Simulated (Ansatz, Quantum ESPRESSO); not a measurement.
# Ni: work function by face, part 3 of 7

Wanted: work functions of Ni face by face, under two functionals.

Quantum ESPRESSO 7.5; plane-wave DFT, PBE, GBRV ultrasoft pseudopotentials; geometry and cross-check by Ansatz 0.2.0 with PAW datasets.

So far. Step 2 (Geometry from Ansatz of (111)):  Held were the atoms numbered 3; the forces quoted are those on the free ones.

## 5. Self-consistent run of (111), PBEsol

The same atoms under a second functional.

Level of this step: plane-wave DFT, PBEsol, GBRV ultrasoft pseudopotentials (Quantum ESPRESSO 7.5).

File 111.pbesol.in:

```
&control
  prefix = '111.pbesol'
  outdir = './out'
  pseudo_dir = './pseudo'
  calculation = 'scf'
  tprnfor = .true.
/
&system
  ibrav = 0
  nat = 5
  ntyp = 1
  ecutwfc = 40
  ecutrho = 200
  occupations = 'smearing'
  smearing = 'mv'
  degauss = 0.02
  nspin = 2
  starting_magnetization(1) = 0.12
/
&electrons
  conv_thr = 1e-07
  mixing_beta = 0.4
  electron_maxstep = 120
  mixing_mode = 'local-TF'
/
ATOMIC_SPECIES
  Ni  58.6934  ni_pbesol_v1.4.uspp.F.UPF
CELL_PARAMETERS angstrom
  2.48901586975992 0.00000000000000 0.00000000000000
  1.24450793487996 2.15555097363471 0.00000000000000
  0.00000000000000 0.00000000000000 24.12909179020000
ATOMIC_POSITIONS crystal
  Ni  0.666666666667 0.666666666667 0.332744791999
  Ni  0.000000000000 -0.000000000000 0.415799910251
  Ni  0.333333333333 0.333333333333 0.500000000000
  Ni  0.666666666667 0.666666666667 0.584199870084
  Ni  -0.000000000000 -0.000000000000 0.667254826827
K_POINTS automatic
  12 12 1 0 0 0
```

Run with:

```console
$ OMP_NUM_THREADS=1 mpirun -n 8 pw.x -nk 8 -in 111.pbesol.in > 111.pbesol.out
```

Numbers of over 12 decimals in the logs are rounded to 6 here.

What it wrote:

```text
[banner, memory and clock lines left out]
Program PWSCF v.7.5 starts
[...]
Message from routine setup:
[...]
number of electrons       =        90.00
     number of Kohn-Sham states=           54
     kinetic-energy cutoff     =      40.0000  Ry
     charge density cutoff     =     200.0000  Ry
[...]
number of k points=    19  Marzari-Vanderbilt smearing, width (Ry)=  0.0200
[...]
Dense  grid:    41833 G-vectors     FFT dimensions: (  24,  24, 216)
[...]
negative rho (up, down):  1.253E-03 9.841E-04
     Starting wfcs are   65 randomized atomic wfcs
[...]
negative rho (up, down):  1.927E-01 1.873E-01
[...]
estimated scf accuracy    <    1467.56898902 Ry
     total magnetization       =     0.71 Bohr mag/cell
     absolute magnetization    =     0.83 Bohr mag/cell
[...]
negative rho (up, down):  9.048E-02 8.756E-02
[...]
estimated scf accuracy    <      16.49576502 Ry
     total magnetization       =     5.26 Bohr mag/cell
     absolute magnetization    =     5.68 Bohr mag/cell
[...]
negative rho (up, down):  3.217E-02 3.083E-02
[...]
estimated scf accuracy    <       2.40796667 Ry
     total magnetization       =     3.77 Bohr mag/cell
     absolute magnetization    =     4.41 Bohr mag/cell
[...]
negative rho (up, down):  9.786E-03 9.230E-03
[...]
estimated scf accuracy    <      12.08488101 Ry
     total magnetization       =     4.01 Bohr mag/cell
     absolute magnetization    =     4.57 Bohr mag/cell
[...]
negative rho (up, down):  2.578E-03 2.391E-03
[...]
estimated scf accuracy    <       3.03882336 Ry
     total magnetization       =     3.68 Bohr mag/cell
     absolute magnetization    =     4.24 Bohr mag/cell
[...]
negative rho (up, down):  1.576E-03 1.592E-03
[...]
estimated scf accuracy    <       1.94409814 Ry
     total magnetization       =     3.66 Bohr mag/cell
     absolute magnetization    =     4.20 Bohr mag/cell
[...]
negative rho (up, down):  8.774E-04 8.926E-04
[...]
estimated scf accuracy    <       0.76340367 Ry
     total magnetization       =     3.50 Bohr mag/cell
     absolute magnetization    =     4.04 Bohr mag/cell
[...]
negative rho (up, down):  1.157E-05 1.210E-05
[...]
estimated scf accuracy    <       0.55985047 Ry
     total magnetization       =     3.50 Bohr mag/cell
     absolute magnetization    =     4.00 Bohr mag/cell
[...]
estimated scf accuracy    <       0.54229376 Ry
     total magnetization       =     3.42 Bohr mag/cell
     absolute magnetization    =     3.89 Bohr mag/cell
[...]
negative rho (up, down):  6.394E-02 6.381E-02
[...]
estimated scf accuracy    <       0.35742608 Ry
     total magnetization       =     3.49 Bohr mag/cell
     absolute magnetization    =     3.96 Bohr mag/cell
[...]
negative rho (up, down):  3.482E-02 3.420E-02
[...]
estimated scf accuracy    <       0.41457987 Ry
     total magnetization       =     3.81 Bohr mag/cell
     absolute magnetization    =     4.32 Bohr mag/cell
[...]
negative rho (up, down):  8.494E-02 8.319E-02
[...]
estimated scf accuracy    <       0.61490380 Ry
     total magnetization       =     3.77 Bohr mag/cell
     absolute magnetization    =     4.39 Bohr mag/cell
[...]
negative rho (up, down):  1.914E-02 1.813E-02
[...]
estimated scf accuracy    <       0.09987213 Ry
     total magnetization       =     3.65 Bohr mag/cell
     absolute magnetization    =     4.25 Bohr mag/cell
[...]
negative rho (up, down):  3.291E-02 3.105E-02
[...]
estimated scf accuracy    <       0.26370507 Ry
     total magnetization       =     3.58 Bohr mag/cell
     absolute magnetization    =     4.17 Bohr mag/cell
[...]
negative rho (up, down):  2.328E-02 2.244E-02
[...]
estimated scf accuracy    <       0.00653101 Ry
     total magnetization       =     3.60 Bohr mag/cell
     absolute magnetization    =     4.17 Bohr mag/cell
[...]
negative rho (up, down):  1.277E-02 1.245E-02
[...]
estimated scf accuracy    <       0.01143898 Ry
     total magnetization       =     3.58 Bohr mag/cell
     absolute magnetization    =     4.13 Bohr mag/cell
[...]
negative rho (up, down):  2.822E-03 2.828E-03
[...]
estimated scf accuracy    <       0.00183918 Ry
     total magnetization       =     3.58 Bohr mag/cell
     absolute magnetization    =     4.13 Bohr mag/cell
[...]
negative rho (up, down):  1.362E-03 1.371E-03
[...]
estimated scf accuracy    <       0.00078102 Ry
     total magnetization       =     3.59 Bohr mag/cell
     absolute magnetization    =     4.13 Bohr mag/cell
[...]
negative rho (up, down):  1.087E-03 1.109E-03
[...]
estimated scf accuracy    <       0.00009122 Ry
     total magnetization       =     3.59 Bohr mag/cell
     absolute magnetization    =     4.13 Bohr mag/cell
[...]
negative rho (up, down):  4.883E-04 5.335E-04
[...]
estimated scf accuracy    <       0.00000395 Ry
     total magnetization       =     3.59 Bohr mag/cell
     absolute magnetization    =     4.13 Bohr mag/cell
[...]
negative rho (up, down):  2.913E-04 3.587E-04
[...]
estimated scf accuracy    <       0.00000129 Ry
     total magnetization       =     3.59 Bohr mag/cell
     absolute magnetization    =     4.13 Bohr mag/cell
[...]
negative rho (up, down):  2.791E-04 3.462E-04
[...]
estimated scf accuracy    <       0.00000019 Ry
     total magnetization       =     3.59 Bohr mag/cell
     absolute magnetization    =     4.13 Bohr mag/cell
[...]
negative rho (up, down):  2.664E-04 3.349E-04
[...]
estimated scf accuracy    <       0.00000012 Ry
     total magnetization       =     3.59 Bohr mag/cell
     absolute magnetization    =     4.14 Bohr mag/cell
[...]
negative rho (up, down):  2.631E-04 3.317E-04
[...]
the Fermi energy is     4.5072 ev
!    total energy              =   -1715.30840527 Ry
     estimated scf accuracy    <       0.00000002 Ry
     smearing contrib. (-TS)   =      -0.00021496 Ry
     internal energy E=F+TS    =   -1715.30819031 Ry
[...]
one-electron contribution =  -14906.35334929 Ry
     hartree contribution      =    7466.78441541 Ry
     xc contribution           =    -175.76559047 Ry
     ewald contribution        =    5900.02633403 Ry
     total magnetization       =     3.59 Bohr mag/cell
     absolute magnetization    =     4.14 Bohr mag/cell
     convergence has been achieved in  24 iterations
     negative rho (up, down):  2.631E-04 3.317E-04
[...]
Total force =     0.018871     Total SCF correction =     0.001438
[...]
```

Run time: 53 s. Hardware: 8 MPI ranks of Arm Neoverse V2, shared host; peak memory 0.88 GiB.

This step gave:

* free energy: -23337.9598 eV
* Fermi energy: 4.507 eV
* magnetization: 3.59 μB
* site moments: 0.7729, 0.7733, 0.73, 0.7733, 0.7729 μB

## 6. Potential by pp.x of (111)

File 111.pbesol.pot.in:

```
&inputpp
  prefix = '111.pbesol'
  outdir = './out'
  filplot = '111.pbesol.pot.dat'
  plot_num = 11
/
```

Run with:

```console
$ OMP_NUM_THREADS=1 mpirun -n 8 pp.x -in 111.pbesol.pot.in > 111.pbesol.pot.out
```

Elapsed: 0.74 s, on 8 MPI ranks; peak memory 0.1 GiB.

Read from the output:

```
work function of the upper face                                       : 5.167 eV
slope of the potential above                                          : 5.24e-4 eV/Å
upper vacuum line continued to the top atoms, over the Fermi level    : 5.164 eV
work function of the lower face                                       : 5.168 eV
slope of the potential below                                          : -4.58e-5 eV/Å
lower vacuum line continued to the bottom atoms, over the Fermi level : 5.168 eV
```

On (111) the work function under PBEsol lies +0.13 eV from PBE's.

## 7. Relaxation with Ansatz of (100)

Level of this step: plane-wave DFT, PBE, Ansatz PAW (Ansatz 0.2.0).

File input.yaml:

```yaml
crystal:
  lattice:
    - [2.4890158698, 0.0, 0.0]
    - [0.0, 2.4890158698, 0.0]
    - [0.0, 0.0, 23.04]
  atoms:
    - { symbol: Ni, position: [0.0, 0.0, 0.3472222222], spin: 0.7 }
    - { symbol: Ni, position: [0.5, 0.5, 0.4236111111], spin: 0.7 }
    - { symbol: Ni, position: [0.0, 0.0, 0.5], spin: 0.7 }
    - { symbol: Ni, position: [0.5, 0.5, 0.5763888889], spin: 0.7 }
    - { symbol: Ni, position: [0.0, 0.0, 0.6527777778], spin: 0.7 }
magnetization:
  spin_polarized: true
kpoints:
  mp_grid: { grid: [12, 12, 1] }
hamiltonian:
  xc: pbe
scf:
  occupations: { method: fermi_dirac, width: 0.1 }
  convergence: { dr2_threshold: 1.0e-08 }
efield:
  axis: 3
  dipole_correction: true
  ramp_position: 0.97
  ramp_width: 0.04
relax:
  f_tol: 0.01
  constraints: [{ sites: [2] }]
output:
  write_potential: true
  write_density: true
  volumetric_format: npy
```

Run with:

```console
$ ansatz run input.yaml --threads 8 --pin off --max-ram 16384MiB --backend cpu --events-out ev --progress --plain --runs-dir out
```

What it wrote:

```text
[...]
Crystal: 5 atoms, lattice volume = 142.737 Å³
Basis set: ecut = 420 eV, 2789 PW (Γ), exchange–correlation on 36×36×320 points (8 copies of the dense FFT grid, shifted against one another)
Bands: 57, of which v1, the nominal top of the filled ones, is band 45 counted from 1 (44 counted from 0)
Symmetry: 8 space group operations
k-points: 28 of 144
[...]
Starting moments: Σ|m| = 3.5 μB on 5 of 5 sites
[...]
SCF iter   1: F=—  HF=-29192.217723 eV  |F-HF|=—  |Δ(HF+E_count)|=         —  Δρ=2.89e-2 (↑1.53e-2 ↓2.89e-2)  dr2=4.72e0  dr2_m=3.38e-1  M=3.760 μB ∫|m|=3.925 μB  β_m=1.00  ethr=3.10e-3  p=-0.000 e·Å  D=-2.10e-5 V/Å  ΔV_dip=0.00 eV  dr2_dipole=6.57e-8  V_vac-E_F(+/−)=7.20/7.20 eV  ⟨swp⟩=10.0  Hψ=15544  notcnv=0  defer=54
[...]
SCF iter  17: F=-29196.982533 eV  HF=-29196.982533 eV  |F-HF|=3.94e-9  |Δ(HF+E_count)|=  1.82e-10  Δρ=9.56e-7 (↑1.95e-7 ↓9.56e-7)  dr2=3.63e-9  dr2_m=2.05e-10  M=3.408 μB ∫|m|=3.859 μB  ethr=4.87e-12  p=-0.000 e·Å  D=-1.59e-5 V/Å  ΔV_dip=0.00 eV  dr2_dipole=8.54e-10  V_vac-E_F(+/−)=4.90/4.90 eV  ⟨swp⟩=6.3  Hψ=19337  notcnv=0
SCF 1 converged in 17 iterations: F = -29196.982533 eV  dr2 = 3.63e-9
[...]
relax step   1: F+E_penalty+E_count = -29196.98253301 eV  Δ(F+E_penalty+E_count) = +0.000e0 eV  max|allowed force component| = 3.679e-1 eV/Å  Δτ_max = 0.0000 Å  (17 SCF iters, accepted)
[...]
SCF iter  13: F=-29196.995084 eV  HF=-29196.995084 eV  |F-HF|=7.28e-11  |Δ(HF+E_count)|=   2.94e-9  Δρ=7.59e-7 (↑3.76e-7 ↓7.59e-7)  dr2=1.19e-9  dr2_m=2.50e-10  M=3.405 μB ∫|m|=3.854 μB  ethr=1.00e-12  p=-0.000 e·Å  D=-1.39e-5 V/Å  ΔV_dip=0.00 eV  dr2_dipole=1.52e-10  V_vac-E_F(+/−)=4.90/4.90 eV  ⟨swp⟩=5.8  Hψ=18613  notcnv=0
SCF 2 converged in 13 iterations: F = -29196.995084 eV  dr2 = 1.19e-9
relax step   2: F+E_penalty+E_count = -29196.99508449 eV  Δ(F+E_penalty+E_count) = -1.255e-2 eV  max|allowed force component| = 2.473e-1 eV/Å  Δτ_max = 0.0194 Å  (13 SCF iters, accepted)
SCF iter   1: F=—  HF=-29197.007635 eV  |F-HF|=—  |Δ(HF+E_count)|=         —  Δρ=2.35e-3 (↑1.91e-3 ↓2.35e-3)  dr2=2.17e-2  dr2_m=2.85e-3  M=3.419 μB ∫|m|=3.864 μB  β_m=1.00  ethr=2.34e-4  p=-0.000 e·Å  D=-7.28e-6 V/Å  ΔV_dip=0.00 eV  dr2_dipole=3.73e-9  V_vac-E_F(+/−)=4.87/4.87 eV  ⟨swp⟩=4.6  Hψ=7727  notcnv=0  defer=178
[...]
SCF iter  13: F=-29197.003893 eV  HF=-29197.003893 eV  |F-HF|=2.28e-9  |Δ(HF+E_count)|=  1.93e-10  Δρ=8.87e-7 (↑4.13e-7 ↓8.87e-7)  dr2=2.50e-9  dr2_m=1.15e-10  M=3.400 μB ∫|m|=3.848 μB  ethr=5.17e-12  p=-0.000 e·Å  D=-9.90e-6 V/Å  ΔV_dip=0.00 eV  dr2_dipole=4.63e-10  V_vac-E_F(+/−)=4.90/4.90 eV  ⟨swp⟩=6.8  Hψ=20044  notcnv=0
SCF 3 converged in 13 iterations: F = -29197.003893 eV  dr2 = 2.50e-9
relax step   3: F+E_penalty+E_count = -29197.00389308 eV  Δ(F+E_penalty+E_count) = -8.809e-3 eV  max|allowed force component| = 1.797e-2 eV/Å  Δτ_max = 0.0308 Å  (13 SCF iters, accepted)
SCF iter   1: F=—  HF=-29197.003948 eV  |F-HF|=—  |Δ(HF+E_count)|=         —  Δρ=1.41e-4 (↑1.06e-4 ↓1.41e-4)  dr2=6.73e-5  dr2_m=8.10e-6  M=3.400 μB ∫|m|=3.847 μB  β_m=1.00  ethr=7.23e-7  p=-0.000 e·Å  D=-1.02e-5 V/Å  ΔV_dip=0.00 eV  dr2_dipole=2.51e-11  V_vac-E_F(+/−)=4.91/4.91 eV  ⟨swp⟩=2.7  Hψ=6119  notcnv=0  defer=174
[...]
SCF iter  11: F=-29197.003932 eV  HF=-29197.003932 eV  |F-HF|=5.38e-9  |Δ(HF+E_count)|=  3.24e-10  Δρ=1.45e-6 (↑3.02e-7 ↓1.45e-6)  dr2=5.87e-9  dr2_m=4.41e-10  M=3.400 μB ∫|m|=3.848 μB  ethr=1.00e-12  p=-0.000 e·Å  D=-1.02e-5 V/Å  ΔV_dip=0.00 eV  dr2_dipole=5.43e-11  V_vac-E_F(+/−)=4.90/4.90 eV  ⟨swp⟩=6.0  Hψ=18436  notcnv=0
SCF 4 converged in 11 iterations: F = -29197.003932 eV  dr2 = 5.87e-9
[...]
relax step   4: F+E_penalty+E_count = -29197.00393183 eV  Δ(F+E_penalty+E_count) = -3.875e-5 eV  max|allowed force component| = 3.018e-4 eV/Å  Δτ_max = 0.0015 Å  (11 SCF iters, accepted)
NSCF: frozen V_eff on 28 k-points
[...]
SCF converged after 11 iterations
Magnetization: 3.4004 μB (46.7002 up, 43.2998 down)
Absolute magnetization: 3.8518 μB (∫|ρ↑−ρ↓|, with the PAW one-centre terms)
[...]
Per-site moments (μB) at R_I (Å): [(0.766936, 1.008501), (0.689055, 1.008501), (0.682361, 1.026719), (0.689054, 1.008501), (0.766935, 1.008501)]
Free energy (F): -29197.003932 eV
[...]
Internal energy: -29196.717684 eV  (E = F + TS)
E sigma→0 (E₀):  -29196.860808 eV
Entropy (-TS):   -0.286248 eV (-57.250 meV/atom)
Fermi energy:    3.958008 eV
Dipole field:    D = -0.000022 V/Å  (p = -0.000017 e·Å, saw-weighted, corrected)
Work function:   Φ+ = 4.9048 eV   Φ− = 4.9044 eV
[...]
--- Forces (eV/Å), atoms counted from 1 ---
  atom   1  Ni    -0.00000000     0.00000000    -0.00008180
  atom   2  Ni     0.00000000     0.00000000    -0.00030113
  atom   3  Ni     0.00000000     0.00000000    -0.00001074
  atom   4  Ni    -0.00000000     0.00000000     0.00030182
  atom   5  Ni    -0.00000000     0.00000000     0.00009507
  max |Σ_I F_I| component: 3.23e-6 eV/Å
--- Band table (eV; the first three rows and the last of 56) ---
  k-point 0 ↑: bands = [... 41 lower, 2.8281, 3.1285, 3.1404, 3.1404, 3.3112, 3.3863, 3.4170, 3.4170, ... 8 higher]
  k-point 1 ↑: bands = [... 41 lower, 2.9089, 2.9781, 3.0042, 3.2337, 3.2509, 3.3272, 3.3578, 3.4365, ... 8 higher]
  k-point 2 ↑: bands = [... 41 lower, 2.8155, 2.8426, 2.8474, 3.1491, 3.2083, 3.3834, 3.4218, 3.8671, ... 8 higher]
  k-point 27 ↓: bands = [... 41 lower, 4.3001, 4.4114, 4.6032, 4.6032, 7.1489, 7.1489, 9.0340, 9.0340, ... 8 higher]
--- Relaxed structure (4 steps of the walk, 4 accepted, 0 SCFs on fresh bases) ---
  F+E_penalty+E_count = -29197.00393183 eV   max|allowed force component| = 3.018e-4 eV/Å
  atoms:
    - { symbol: Ni, position: [0, 0.0, 0.349335] }
    - { symbol: Ni, position: [0.5, 0.5, 0.422988] }
    - { symbol: Ni, position: [0.0, 0.0, 0.5] }
    - { symbol: Ni, position: [0.5, 0.5, 0.577012] }
    - { symbol: Ni, position: [0, 0.0, 0.650665] }
```

The job ended after 33 s (8 threads; peak memory 0.8 GiB; 4.1 min of CPU time).

Step by step:

| step | energy less that of the first step (eV) | largest force component (eV/Å) |
| --- | --- | --- |
| 1 | 0.0000 | 0.3679 |
| 2 | -0.0126 | 0.2473 |
| 3 | -0.0214 | 0.0180 |
| 4 | -0.0214 | 0.0003 |

Forces are held to the 8 operations that the run works with; a distortion that breaks them can't arise in this run.

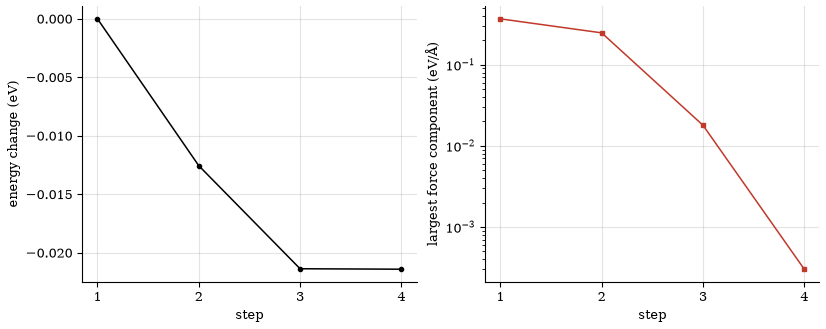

Energy and largest force along the relaxation.

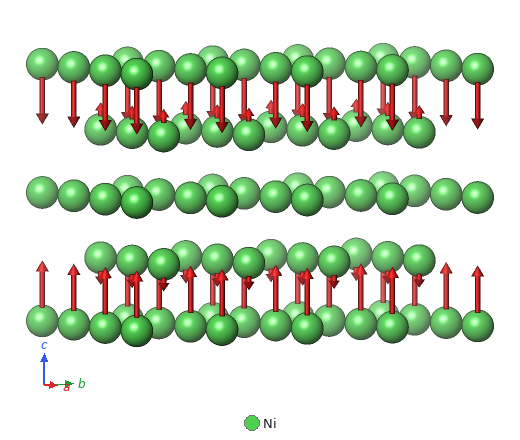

Displacements in the relaxation, exaggerated; the longest in the cell stands for 0.05 Å. 3×4×1 cells are drawn. Some periodic images of atoms are drawn too.

The atoms that moved most (Å):

| atom | dx | dy | dz | length |
| --- | --- | --- | --- | --- |
| Ni5 | 0.000 | 0.000 | -0.049 | 0.049 |
| Ni1 | 0.000 | 0.000 | 0.049 | 0.049 |
| Ni2 | 0.000 | 0.000 | -0.014 | 0.014 |
| Ni4 | 0.000 | 0.000 | 0.014 | 0.014 |

The relaxation lowers the energy by 4 meV an atom. Held were the atoms numbered 3; the forces quoted are those on the free ones.

This step gave:

| Property | Result |
| --- | --- |
| free energy | -29197.0039 eV |
| energy at zero smearing | -29196.8608 eV |
| smearing term TS | 0.2862 eV |
| Fermi energy | 3.958 eV |
| magnetization | 3.400 μB |
| absolute magnetization | 3.852 μB |
| site moments | 0.7669, 0.6891, 0.6824, 0.6891, 0.7669 μB |
| symmetry operations | 8 |
| work function of the upper face | 4.905 eV |
| work function of the lower face | 4.904 eV |
| dipole along the normal | -1.73e-5 e·Å |

[end of part 3 of 7]

[Logs are printed without paths, hosts, clocks, repeated set-up lines and the standing remarks that a program may print on its own settings, such as how far it seeks lower states.]

[Hosts, paths, dates, database ids (printed as entryN), source tags and the programs' standing remarks are cut or masked in the printed files.]

[Maps of the electrostatic potential energy from Ansatz leave out the sawtooth potential of an applied field or a dipole correction, so their vacuum need not be flat; planar profiles and work functions include it.]
